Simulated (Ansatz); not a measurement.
# UCCSD(T)/def2-TZVPP run of GeH2Cl (SMILES [Cl][GeH2])

Aim: the vertical ionisation energy of GeH2Cl at UCCSD(T)/def2-TZVPP, from 2 runs. 

The results are computed with Ansatz 0.2.0.

39 further runs of the same task are left out: 39 set aside as unsound or not needed.

## (1) The system as given

The species is GeH2Cl (4 atoms), meant as a doublet with charge 0. SMILES: `[Cl][GeH2]`. The coordinates come from a PBE0-D4/def2-TZVP relaxation.

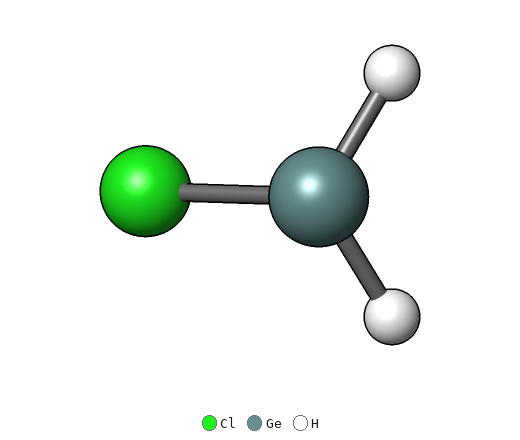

The structure, seen from a chosen angle (chlorine green, germanium teal, hydrogen white).

## (2) A single-point energy at UCCSD(T)/def2-TZVPP

Input file molecule.yaml:

```yaml
crystal:
  periodic: [false, false, false]
  atoms:
    - symbol: Cl
      position_ang: [-1.562900, 0.305200, 0.993500]
    - symbol: Ge
      position_ang: [0.106700, -0.451100, -0.141600]
    - symbol: H
      position_ang: [0.072700, 0.259600, -1.514200]
    - symbol: H
      position_ang: [1.383400, -0.113700, 0.662300]
basis:
  gaussian:
    orbitals: def2-TZVPP
magnetization:
  spin_polarized: true
  initial_magnetization: 1
correlation:
  method: ccsd_t
  frozen_orbitals: {Cl: 5, Ge: 9, H: 0}
accuracy: high
scf:
  omitted_lower_state_checks: [cluster_reference, increment]
```

Started as:

```
ansatz run molecule.yaml --threads 1 --pin off --max-ram 3480MiB --events-out events.jsonl --progress --plain --runs-dir runs
```

Standard output, cut to the lines that bear on the results:

```text
Warning: RAYON_NUM_THREADS=1 ignored (pool sized by the plan → 1); use --threads N
Functional definition: HF
  name "HF"
[...]
1798 factors; integrals over basis functions are off by at most 4.5e-9 eV
[...]
mean field -69009.51468245 eV, -2536.0528882508 hartree, gradient 1.7e-8 eV, S^2 0.754965; 0 other end points of the search recorded, 0 dependent functions left out
14 core orbitals not correlated: weight in the atoms' cores, before any rotation towards them, 1.000 or more for the frozen orbitals, at most 0.000 for the correlated occupied ones
reference -69009.51468245 eV, -2536.0528882508 hartree; 12, 11 occupied and 92, 93 virtual orbitals, 1798 factors
second order -11.58149525 eV of doubles, -0.00000000 eV of singles
cycle   1  -11.86331459 eV  change   -2.8e-1 eV  update   7.8e-2
[...]
cycle  22  -12.27875492 eV  change   -1.5e-9 eV  update   2.0e-9
perturbative correction -0.46650762 eV, -0.0171438389 hartree
Total energy: -69022.25994499 eV, -2536.5212680102 hartree
Checks for a lower state left out: cluster_reference, increment
```

Wall time 2 min (1 thread of Arm Neoverse V2, shared host); peak memory 1.9 GiB.

## (3) The singlet cation

Input file in.yaml:

```yaml
crystal:
  periodic: [false, false, false]
  atoms:
    - symbol: Cl
      position_ang: [-1.562900, 0.305200, 0.993500]
    - symbol: Ge
      position_ang: [0.106700, -0.451100, -0.141600]
    - symbol: H
      position_ang: [0.072700, 0.259600, -1.514200]
    - symbol: H
      position_ang: [1.383400, -0.113700, 0.662300]
basis:
  gaussian:
    orbitals: def2-TZVPP
total_charge: 1
correlation:
  method: ccsd_t
  frozen_orbitals: {Cl: 5, Ge: 9, H: 0}
accuracy: high
scf:
  omitted_lower_state_checks: [cluster_reference, increment]
```

Started as:

```
ansatz run in.yaml --threads 1 --pin off --max-ram 3480MiB --events-out events.jsonl --progress --plain --runs-dir runs
```

Standard output, cut to the lines that bear on the results:

```text
Warning: RAYON_NUM_THREADS=1 ignored (pool sized by the plan → 1); use --threads N
[... 2 set-up lines as earlier in the session ...]
[...]
1798 factors; integrals over basis functions are off by at most 4.5e-9 eV
[...]
mean field -69000.75935744 eV, -2535.7311359916 hartree, gradient 2.3e-8 eV, S^2 0.000000; 1 other end points of the search recorded, 0 dependent functions left out
14 core orbitals not correlated: weight in the atoms' cores, before any rotation towards them, 1.000 or more for the frozen orbitals, at most 0.000 for the correlated occupied ones
reference -69000.75935744 eV, -2535.7311359916 hartree; 11, 11 occupied and 93, 93 virtual orbitals, 1798 factors
second order -11.43088660 eV of doubles, -0.00000000 eV of singles
cycle   1  -11.66000907 eV  change   -2.3e-1 eV  update   9.3e-2
[...]
cycle  23  -12.12066825 eV  change    1.4e-9 eV  update   1.3e-9
perturbative correction -0.50913979 eV, -0.0187105420 hartree
Total energy: -69013.38916548 eV, -2536.1952728759 hartree
Checks for a lower state left out: cluster_reference, increment
```

Run time: 33 s. Hardware: 1 thread of Arm Neoverse V2, shared host; peak memory 0.86 GiB.

## (4) Summary of results

At UCCSD(T)/def2-TZVPP, 14 core orbitals frozen:

```
                                                    quantity           value
                                doublet GeH2Cl: total energy  -2536.52127 Eh
doublet GeH2Cl: correlation energy (14 core orbitals frozen)      -468.4 mEh
                              doublet GeH2Cl: (T) correction      -17.14 mEh
           doublet GeH2Cl: ⟨S²⟩ of the reference determinant           0.755
                               doublet GeH2Cl: T1 diagnostic           0.012
                                singlet cation: total energy  -2536.19527 Eh
singlet cation: correlation energy (14 core orbitals frozen)      -464.1 mEh
                              singlet cation: (T) correction      -18.71 mEh
                               singlet cation: T1 diagnostic           0.018
          vertical ionisation energy (to the singlet cation)        8.871 eV
```

What this shows: The vertical ionisation energy comes to 8.87 eV (856 kJ/mol). Only the singlet of the ionised species was computed; a triplet could lie lower. The triples (doublet GeH2Cl) make up 3.7 % of the correlation energy. The triples (singlet cation) make up 4.0 % of the correlation energy.
